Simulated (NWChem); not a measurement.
# B3LYP/6-31G(d,p) (spherical functions) run of CH6N2 (methylhydrazine)

What is the electronic atomisation energy of CH6N2 (methylhydrazine) at B3LYP/6-31G** (spherical functions)? 

Program for the calculation: NWChem 7.3.0.

## (1) The structure to begin with

CH6N2: 9 atoms, total charge 0, spin state singlet. As SMILES, `CNN`. The coordinates come from a PBE0-D4/def2-TZVP relaxation. This is one conformer, not always the lowest.

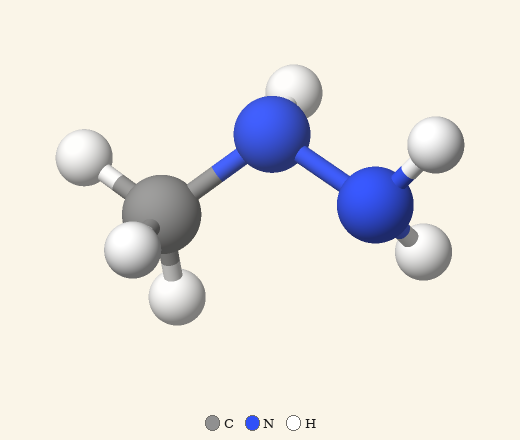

Viewed from a chosen angle; carbon grey, nitrogen blue, hydrogen white.

## (2) A single-point energy at B3LYP/6-31G(d,p) (spherical functions) (run 1)

The input, m1.nw:

```
start m1
memory stack 880 mb heap 220 mb global 1100 mb

geometry units atomic noautosym nocenter noautoz
  C   -1.19487383   1.46038035  -0.78782682
  N    1.16596102   0.32956824  -0.01322808
  N    0.73113504  -1.65936851   1.71058009
  H   -2.53109917   0.12037555  -1.65728981
  H   -0.79973210   2.96006700  -2.15145319
  H   -2.11441456   2.29223779   0.85925847
  H    2.12877648  -0.27741180  -1.55770124
  H    0.31161584  -3.31665832   0.83072360
  H    2.30263128  -1.90919030   2.76693699
end

basis spherical bse
  * library 6-31G**
end

dft
  xc b3lyp
  mult 1
  grid fine
  convergence energy 1e-08
  iterations 100
  mulliken
  print low
end

task dft
```

Run with:

```console
$ nwchem m1.nw > m1.out
```

The program printed:

```text
[...]
 d= 0,ls=0.0,diis     1   -151.1421261602 -2.36D+02  7.98D-03  3.21D-01     0.8
[...]
 d= 0,ls=0.0,diis     8   -151.1775341275  1.28D-09  2.42D-06  7.87D-08     4.9
         Total DFT energy =     -151.177534127458
      One electron energy =     -371.216498976189
           Coulomb energy =      157.013004468789
    Exchange-Corr. energy =      -21.537519391156
 Nuclear repulsion energy =       84.563479771098
[...]
      Total Density - Mulliken Population Analysis
     ---------------------------------------------
    Atom       Charge   Shell Charges
 -----------   ------   -------------------------------------------------------
    1 C    6     6.14   2.00  0.67  2.10  0.52  0.82  0.05
    2 N    7     7.38   2.00  0.78  2.47  0.79  1.28  0.05
    3 N    7     7.47   2.00  0.79  2.48  0.78  1.38  0.04
    4 H    1     0.93   0.54  0.38  0.01
    5 H    1     0.91   0.53  0.36  0.01
    6 H    1     0.88   0.53  0.33  0.01
    7 H    1     0.77   0.53  0.22  0.02
    8 H    1     0.78   0.53  0.23  0.02
    9 H    1     0.75   0.52  0.20  0.02
[...]
```

It took 5.4 s on 1 thread of AMD EPYC 9R45 (Zen 5), shared host; peak memory 0.12 GiB.

## (3) The C atom, same level (run 2)

The input, m1.nw:

```
start m1
memory stack 880 mb heap 220 mb global 1100 mb

geometry units angstroms noautosym nocenter noautoz
C      0.000000     0.000000     0.000000
end

basis spherical bse
* library 6-31G**
end

dft
xc b3lyp
mult 3
grid fine
convergence energy 1e-08
maxiter 100
mulliken
noprint "final vectors analysis"
end

task dft energy
```

Run the same way, it converges to -37.84469 Eh (log not shown).

Run 3 isn't shown in full; the table further down has it.

## (4) The N atom, same level (run 4)

The input, n.nw:

```
START n
TITLE "N B3LYP"
memory stack 880 mb heap 220 mb global 1100 mb
GEOMETRY units angstroms noautosym nocenter noautoz
  N     0.000000    0.000000    0.000000
END
BASIS spherical bse
  * library 6-31G**
END
DFT
  xc b3lyp
  mult 4
  grid fine
  convergence energy 1e-08
  maxiter 100
  mulliken
  print low
END
TASK dft energy
```

Run with:

```console
$ nwchem n.nw > n.out
```

The program printed:

```text
[...]
 d= 0,ls=0.0,diis     1    -54.5468537812 -5.45D+01  2.67D-02  1.05D-01     0.0
[...]
 d= 0,ls=0.0,diis     6    -54.5828748716 -9.83D-11  1.17D-09  1.01D-15     0.1
[...]
         Total DFT energy =      -54.582874871625
      One electron energy =      -73.936837754122
           Coulomb energy =       26.152547533521
    Exchange-Corr. energy =       -6.798584651024
 Nuclear repulsion energy =        0.000000000000
[...]
      Total Density - Mulliken Population Analysis
     ---------------------------------------------
    Atom       Charge   Shell Charges
 -----------   ------   -------------------------------------------------------
    1 N    7     7.00   2.00  0.94  1.93  1.06  1.07  0.00
     --------------------------------------------
      Spin Density - Mulliken Population Analysis
     --------------------------------------------
    Atom       Charge   Shell Charges
 -----------   ------   -------------------------------------------------------
    1 N    7     3.00   0.00  0.07  1.93 -0.07  1.07  0.00
[...]
      <S2> =      3.7521 (Exact =     3.7500)
[...]
```

Run time: 0.6 s. Hardware: 1 thread of AMD EPYC 9R45 (Zen 5), shared host; peak memory 0.1 GiB.

## (5) The series

| run | level | partner | energy (Eh) | wall time |
| --- | --- | --- | --- | --- |
| 1 | B3LYP/6-31G** (spherical functions) | base | -151.177534 | 5.4 s |
| 2 | UB3LYP/6-31G** (spherical functions) | atoms | -37.844694 | 0.6 s |
| 3 | UB3LYP/6-31G** (spherical functions) | atoms | -0.500273 | 0.54 s |
| 4 | UB3LYP/6-31G** (spherical functions) | atoms | -54.582875 | 0.6 s |

## (6) Outcome

At B3LYP/6-31G** (spherical functions):

```
                     quantity         value
         N atom: total energy  -54.58287 Eh
                 N atom: ⟨S²⟩         3.752
electronic atomisation energy     31.714 eV
```

Taking the molecule apart into free atoms costs 31.71 eV (731 kcal/mol), before zero-point energy and without spin-orbit coupling. All runs together took 7.2 s, the longest 5.4 s.
